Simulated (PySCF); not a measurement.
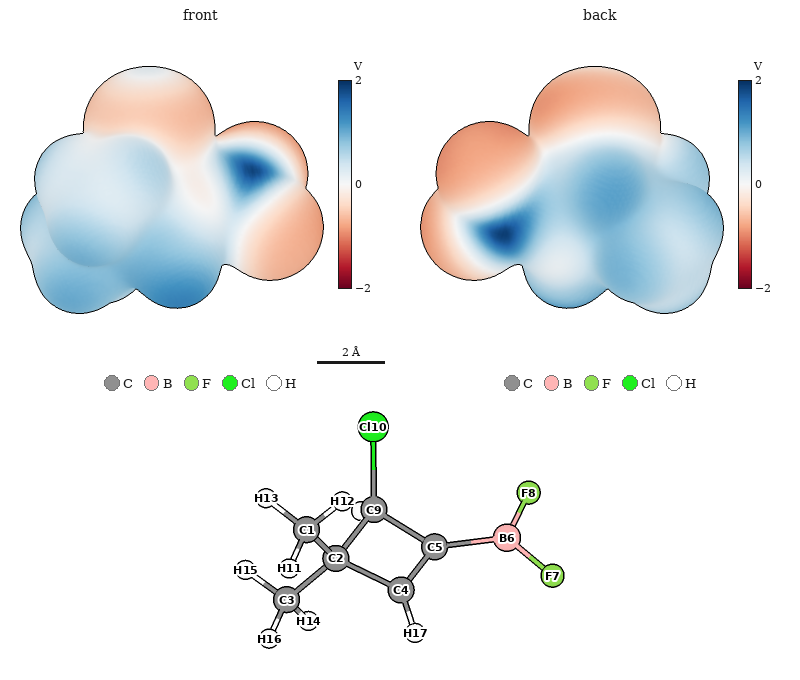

C6H8BClF2. The electrostatic potential painted on the density surface at 0.002 e/bohr³, seen from the front and from behind; the colour scale runs from red (negative) to blue (positive). The bare structure is drawn below in the same view.

Geometry: GFN2-xTB.

Theory: PySCF, PBE0/pcSseg-1, SCF density, gas phase, non-relativistic.

```yaml
atoms:
  - { symbol: C, position_ang: [-0.8858, 1.6963, 0.3981] }
  - { symbol: C, position_ang: [-0.6330, 0.2289, 0.0840] }
  - { symbol: C, position_ang: [-1.9413, -0.5283, -0.1057] }
  - { symbol: C, position_ang: [0.3593, -0.4350, 1.0045] }
  - { symbol: C, position_ang: [1.2997, -0.6329, 0.0612] }
  - { symbol: B, position_ang: [2.7220, -1.2253, 0.0648] }
  - { symbol: F, position_ang: [3.3080, -1.6339, 1.1759] }
  - { symbol: F, position_ang: [3.4502, -1.3825, -1.0218] }
  - { symbol: C, position_ang: [0.4301, -0.0453, -1.0311] }
  - { symbol: Cl, position_ang: [1.1089, 1.3595, -1.8657] }
  - { symbol: H, position_ang: [-1.4892, 1.7797, 1.2990] }
  - { symbol: H, position_ang: [0.0518, 2.2223, 0.5557] }
  - { symbol: H, position_ang: [-1.4145, 2.1676, -0.4268] }
  - { symbol: H, position_ang: [-1.7510, -1.5803, -0.3056] }
  - { symbol: H, position_ang: [-2.4976, -0.1066, -0.9393] }
  - { symbol: H, position_ang: [-2.5494, -0.4515, 0.7923] }
  - { symbol: H, position_ang: [0.3082, -0.6773, 2.0500] }
  - { symbol: H, position_ang: [0.1149, -0.7491, -1.8009] }
```

### Where is the surface potential most negative and most positive?

The most negative region (about −0.9 V, or −21 kcal/mol for a unit charge) lies over F7, F8 and Cl10, the most positive (about +1.7 V, or +39 kcal/mol for a unit charge) over B6. Cl10 shows a σ-hole: about +0.1 V at the tip opposite its bond, against about −0.5 V, or −12 kcal/mol for a unit charge on its flanks.

### What dipole moment does the calculation give?

Its dipole moment is 3.57 D.
